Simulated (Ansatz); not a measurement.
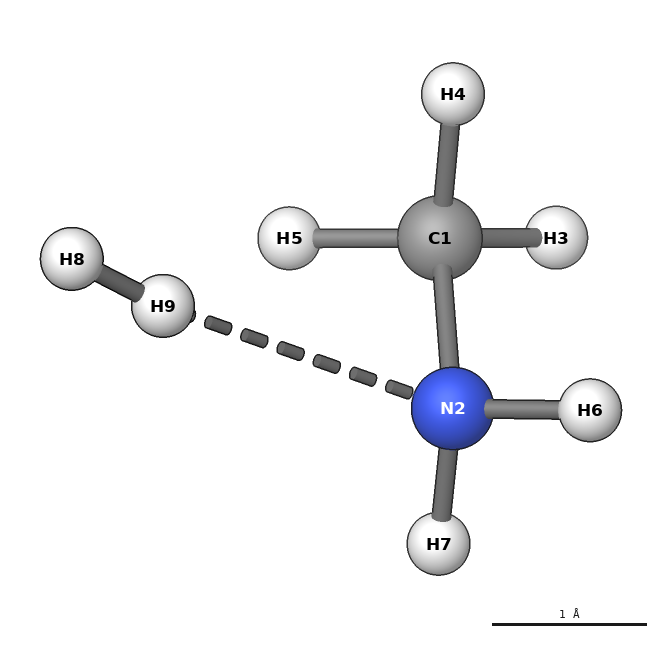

Two molecules or ions; the broken line marks their closest contact (measured against van der Waals radii). Geometry: a pair of rigid molecules at a changed separation. Program: Ansatz 0.2.0.

> Which two species are they?

CH5N and H2 (`CN.[H][H]`).

> How long is the contact?

N2···H9 is 2.42 Å.

Give the counterpoise-corrected interaction energy (kcal/mol, monomers kept as in the pair) with RHF-CCSD(T) (frozen core)/def2-TZVPPD.

```tsv
level	interaction energy (kcal/mol)
RHF-CCSD(T) (frozen core)/def2-TZVPPD	−0.6
```
